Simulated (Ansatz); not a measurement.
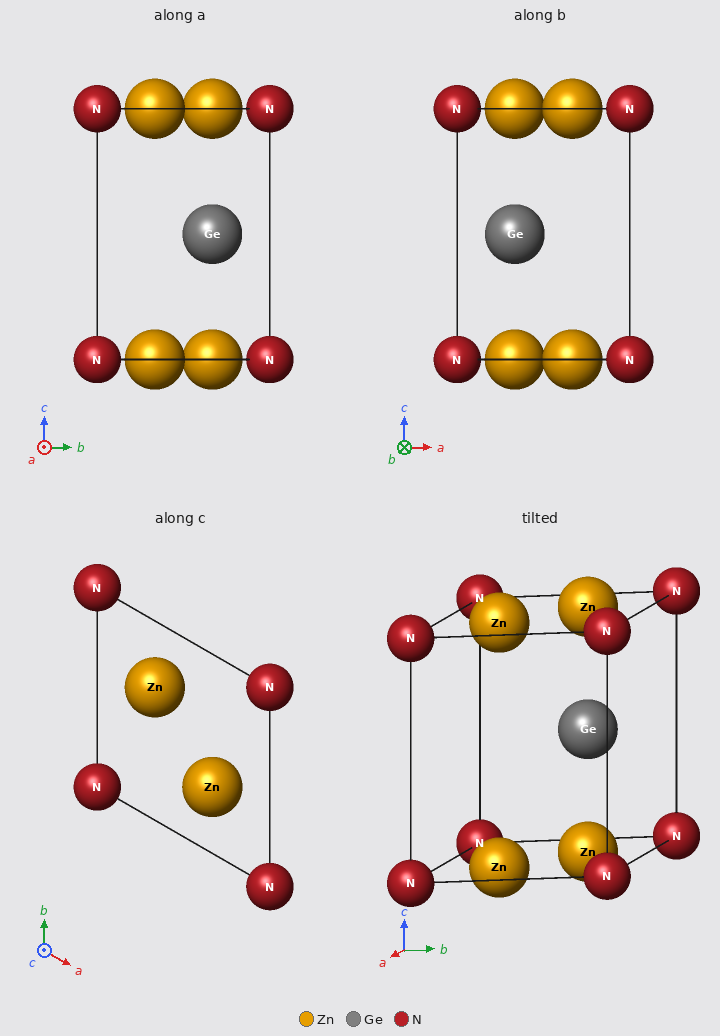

The crystal in a spheres-only representation, seen along the a axis, along the b axis, along the c axis and slightly off an axis. The frame is the conventional unit cell; atoms at its boundary are shown with their periodic copies.

Lattice parameters: a = 4.0249 Å, b = 4.0249 Å, c = 5.0655 Å, α = 90.000°, β = 90.000°, γ = 120.000°.

### Express the structure as a CIF with its space group and independent sites.

```cif
data_structure
_symmetry_space_group_name_H-M 'P -6 m 2'
_symmetry_Int_Tables_number 187
_cell_length_a 4.0249
_cell_length_b 4.0249
_cell_length_c 5.0655
_cell_angle_alpha 90.000
_cell_angle_beta 90.000
_cell_angle_gamma 120.000
_cell_volume 71.07
loop_
_atom_site_label
_atom_site_type_symbol
_atom_site_symmetry_multiplicity
_atom_site_Wyckoff_symbol
_atom_site_fract_x
_atom_site_fract_y
_atom_site_fract_z
_atom_site_occupancy
Zn1 Zn 1 e 0.6667 0.3333 0.0000 1
Zn2 Zn 1 c 0.3333 0.6667 0.0000 1
Ge1 Ge 1 d 0.3333 0.6667 0.5000 1
N1 N 1 a 0.0000 0.0000 0.0000 1
```

Provenance: a random cell made by a generator, so it need not be a real form of the compound. Earlier steps of the study may have refined or changed the cell and positions. It went into a calculation with Ansatz.
